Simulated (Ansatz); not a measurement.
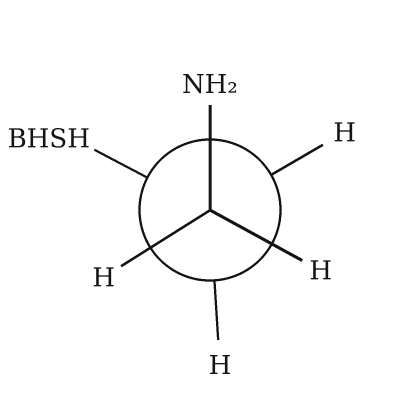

A Newman projection along the Si–C bond, silicon in front; angles are drawn as computed, but eclipsed bonds slightly apart. Computed geometry: PBE-D4/def2-SVP optimisation. No frequency run is at hand to confirm it as a minimum.

> Which molecule is it?

CH8BNSSi, N[SiH2]CBS

> What is the torsion angle from the front NH2 to the back BHSH? The sign is positive where the front bond must turn clockwise to cover the back bond.

−63°, synclinal (gauche). The conformation about this bond is staggered.
